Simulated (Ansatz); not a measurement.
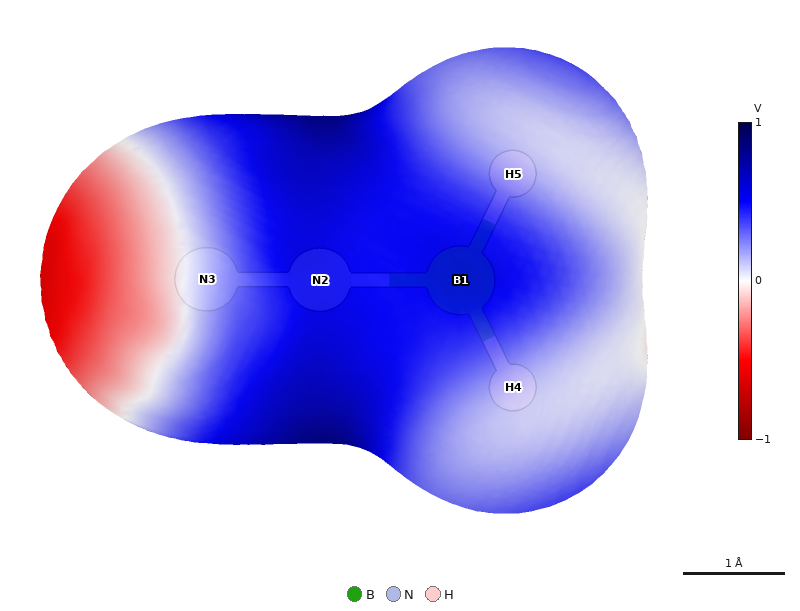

BH2N2 (SMILES BN=[N]) (doublet). The electrostatic potential painted on the density surface at 0.002 e/bohr³, seen across its widest extent; red is negative and blue positive.

Geometry: PBE0-D4/def2-TZVP.

Level of theory: Ansatz, isolated molecule in a Gaussian basis; Kohn-Sham density functional theory, functional PBE0.

Input

```
crystal:
  periodic: [false, false, false]
  atoms:
    - symbol: B
      position_ang: [-1.141382, -1.526089, 1.732543]
    - symbol: "N"
      position_ang: [-1.648821, -1.055539, 0.505591]
    - symbol: N
      position_ang: [-2.055835, -0.678115, -0.478522]
    - symbol: H
      position_ang: [-1.847363, -1.385914, 2.677941]
    - symbol: H
      position_ang: [-0.059102, -2.015214, 1.697024]
basis:
  gaussian: {orbitals: def2-TZVPD}
magnetization: {spin_polarized: true, initial_magnetization: 1}
hamiltonian: {xc: {name: PBE0}}
output: {forces: true, orbitals: {seedname: orbitals}}
```

Command:

```sh
ansatz run input.yaml --threads 2 --pin off --max-ram 4350MiB --events-out events.jsonl --progress --plain --runs-dir runs
```

Q: Where is the surface potential most negative and most positive?

A: The most negative region (about −0.6 V) lies over N3, the most positive (about +0.8 V) over N2.
